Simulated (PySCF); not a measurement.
## C3H9PSSi2: NMR shielding calculation

System: C3H9PSSi2, SMILES C=C(C)[Si@@H]1P[SiH2]S1.
Method: GIAO PBE0/pcSseg-1 NMR shielding, non-relativistic, IEF-PCM acetonitrile (PySCF 2.14.0).

The geometry comes from this level: GFN2-xTB. Figures and captions count atoms from 1; the log counts them from 0 in places.

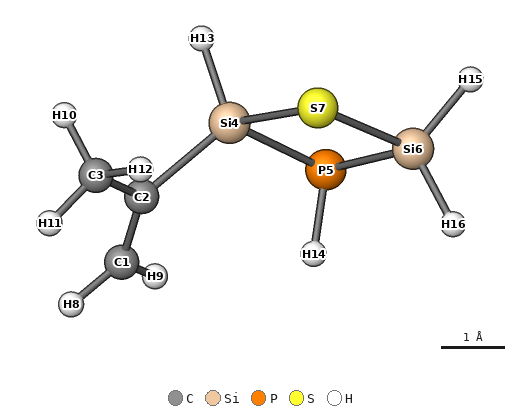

Fig. 1: The structure (ball-and-stick view, seen at a tilt; atoms are numbered from 1 in the order of the input). Bond lengths as drawn: C–C 1.33 to 1.50 Å, C–H 1.08 to 1.09 Å, C–Si 1.89 Å, H–P 1.38 Å, H–Si 1.45 to 1.46 Å, P–Si 2.25 to 2.26 Å and S–Si 2.16 to 2.19 Å.

## Input
```
{"job": {"kind": "nmr", "xc": "PBE0", "basis": "pcSseg-1", "solvent": "acetonitrile", "pop": false}, "charge": 0, "multiplicity": 1}
C     -1.485482     0.157653    -1.604603
C     -1.287735     0.071869    -0.296302
C     -2.260359    -0.590913     0.625987
Si     0.245104     0.806418     0.520561
P      2.027293     1.243212    -0.797414
Si     3.002566    -0.266446     0.563560
S      1.250519    -0.690164     1.755921
H     -2.363911    -0.252569    -2.079326
H     -0.778769     0.646462    -2.256403
H     -2.672329     0.143363     1.316456
H     -3.075512    -1.053394     0.074134
H     -1.752722    -1.347991     1.221125
H     -0.027602     1.955229     1.384321
H      1.703127     0.323902    -1.772956
H      4.009690     0.362150     1.404056
H      3.436549    -1.494136    -0.085790
```

The first line tells a small driver script what to run in PySCF; the rest is the geometry in Å.

Run on 1 CPU thread, shared host.

Launched with:
```bash
OMP_NUM_THREADS=1 python <driver script> task.json out
```

## The program's output
```
coarse grid: 15336 points
cycle   1  E = -1437.5053977416  dE =  6.556e-01  |g| = 4.046e-01  |ddm| = 3.792e+00
cycle   2  E = -1437.5020831177  dE =  3.315e-03  |g| = 4.300e-01  |ddm| = 9.308e-01
cycle   3  E = -1437.5515732094  dE = -4.949e-02  |g| = 2.762e-02  |ddm| = 5.061e-01
cycle   4  E = -1437.5517340530  dE = -1.608e-04  |g| = 1.239e-02  |ddm| = 5.117e-02
cycle   5  E = -1437.5517799875  dE = -4.593e-05  |g| = 2.879e-03  |ddm| = 2.122e-02
cycle   6  E = -1437.5517817821  dE = -1.795e-06  |g| = 7.547e-04  |ddm| = 3.845e-03
final grid: 129496 points
cycle   7  E = -1437.5946515820  dE = -2.840e-05  |g| = 7.323e-03  |ddm| = 3.136e-02
cycle   8  E = -1437.5946486955  dE =  2.887e-06  |g| = 7.960e-03  |ddm| = 1.611e-02
cycle   9  E = -1437.5946654257  dE = -1.673e-05  |g| = 3.851e-04  |ddm| = 8.547e-03
cycle  10  E = -1437.5946654487  dE = -2.303e-08  |g| = 2.193e-04  |ddm| = 5.316e-04
cycle  11  E = -1437.5946654601  dE = -1.138e-08  |g| = 5.480e-05  |ddm| = 1.869e-04
cycle  12  E = -1437.5946654608  dE = -6.967e-10  |g| = 1.543e-05  |ddm| = 7.058e-05
```

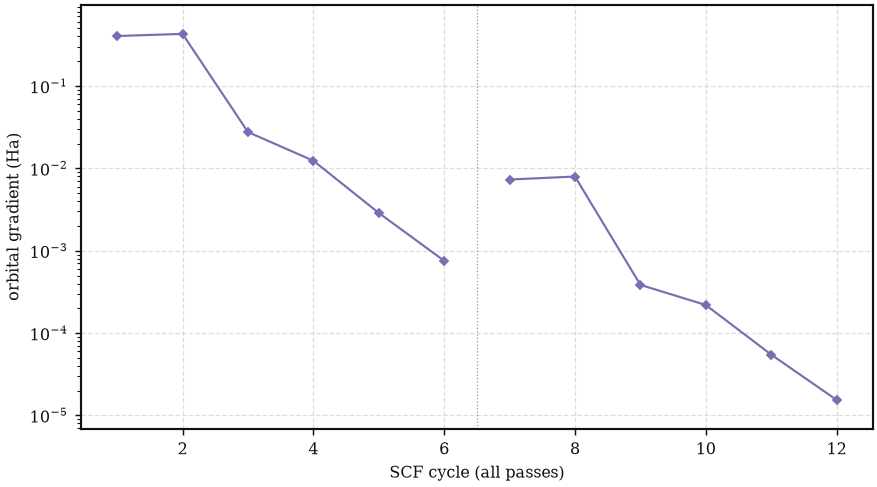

Fig. 2: Convergence of the self-consistent field: orbital gradient against the SCF cycle. The dotted line marks the change from a coarse to the final integration grid. The first 6 cycles use a coarse grid, the final grid takes over at cycle 7, and the field converges after 12 cycles in all.

```
converged SCF energy = -1437.5946654608

GIAO shielding tensors (ppm)
atom      isotropic    diamagn.    paramagn.     s11        s22        s33       span
  0 C       49.540     253.996    -204.456    -63.165     56.317    155.470    218.635
  1 C       31.980     265.058    -233.078    -77.965      7.742    166.163    244.128
  2 C      164.641     246.749     -82.108    148.343    158.905    186.677     38.334
  3 Si     356.140     881.929    -525.789    320.411    371.315    376.694     56.283
  4 P      581.373     970.254    -388.881    454.420    622.873    666.826    212.407
  5 Si     381.713     880.137    -498.424    350.966    382.726    411.448     60.482
  6 S      713.605    1061.276    -347.672    549.808    744.873    846.133    296.325
  7 H       25.285      30.708      -5.423     22.365     24.781     28.709      6.343
  8 H       25.916      32.778      -6.862     22.627     24.459     30.661      8.034
  9 H       29.776      28.342       1.434     25.432     28.005     35.889     10.457
 10 H       29.585      29.224       0.361     25.606     27.765     35.386      9.780
 11 H       29.328      30.302      -0.974     24.131     30.825     33.028      8.897
 12 H       25.818      29.923      -4.105     22.989     23.730     30.736      7.747
 13 H       28.948      32.823      -3.874     25.244     26.869     34.732      9.488
 14 H       26.145      28.502      -2.357     22.506     23.920     32.010      9.505
 15 H       26.100      28.686      -2.586     22.695     23.462     32.142      9.446
```

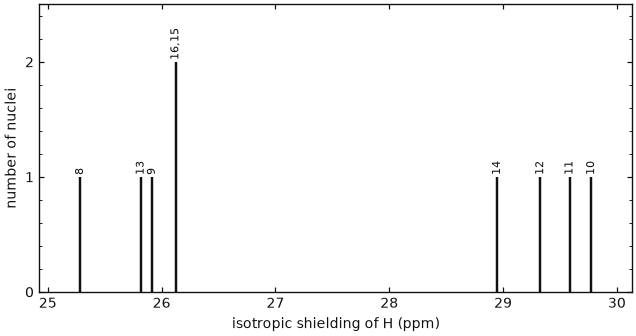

Fig. 3: Isotropic shieldings of the hydrogen nuclei in this fixed geometry, labelled by atom number; shielding grows to the right, so chemical shift grows to the left. The least shielded is H8 (25.3 ppm), the most shielded H10 (29.8 ppm).

## Key numbers

```tsv
quantity	value
outcome	converged
total energy	−1437.594665 hartree
HOMO	−7.18 eV
LUMO	−0.82 eV
dipole moment	2.26 D
isotropic shielding, C	32.0 to 164.6 ppm
isotropic shielding, Si	356.1 to 381.7 ppm
isotropic shielding, P	581.4 ppm
isotropic shielding, S	713.6 ppm
isotropic shielding, H	25.3 to 29.8 ppm
wall time	23 s
peak memory	1.1 GiB
```
